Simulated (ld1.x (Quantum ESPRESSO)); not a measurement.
Input of ld1.x (Quantum ESPRESSO) 7.5:

```
 &input
   title='Zn', zed=30., rel=1, dft='PZ', iswitch=3,
   config='[Ar] 3d10 4s2 4p0',
   nld=3, rlderiv=2.95, eminld=-3.0, emaxld=5.0, deld=0.02
 /
 &inputp
   pseudotype=3, lpaw=.true., tm=.true., lloc=-1, rcloc=1.20,
   nlcc=.true., new_core_ps=.true., rcore=0.50,
   which_augfun='BESSEL', rmatch_augfun=0.75,
   file_pseudopw='Zn.UPF', file_wfcaegen='ae.wfc', file_wfcncgen='nc.wfc', file_beta='beta', file_chi='chi', file_wfcusgen='us.wfc'
 /
6
4S  1  0   2.00   0.00  1.85  2.05  0.0
4S  1  0   0.00   0.75  1.85  2.05  0.0
4P  2  1   0.00   0.00  2.00  2.70  0.0
4P  2  1   0.00   0.90  2.00  2.70  0.0
3D  3  2  10.00   0.00  0.90  1.00  0.0
3D  3  2   0.00   2.10  0.90  1.00  0.0
 &test
   configts(1)='3d10 4s2 4p0'
 /
```

Run as:
```bash
ld1.x < Zn.in > Zn.out
```

Functional and relativity: LDA (PZ), scalar-relativistic.

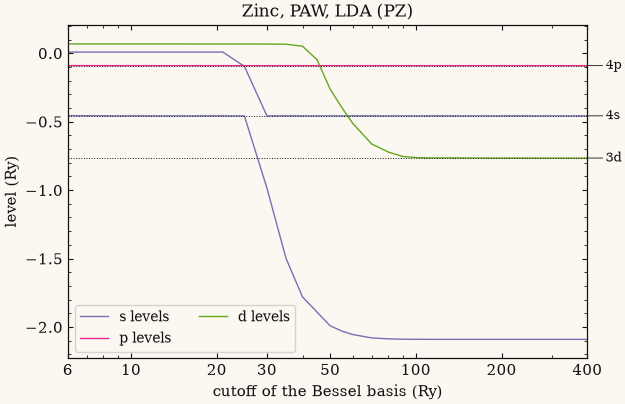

The pseudo-atom Hamiltonian at the reference potential is diagonalised in spherical Bessel functions (20 bohr box) up to the cutoff. Curves: the lowest levels of each channel that holds a bound state. Dotted lines: the all-electron valence levels.

Question: Is there a ghost state?

Answer: Ghost state below the valence levels: s at -28.4 eV. A ghost is a curve that settles on no dotted line: a bound state with no counterpart among the valence levels. In Ry: s -2.09.

Question: Does the ghost need a high cutoff to show?

Answer: The lowest s curve lies clearly below the lowest valence level of its channel from about 30 Ry on and ends at -2.09 Ry.

Question: Read the all-electron valence levels.

Answer: 4s: -0.46 Ry; 4p: -0.09 Ry; 3d: -0.77 Ry.
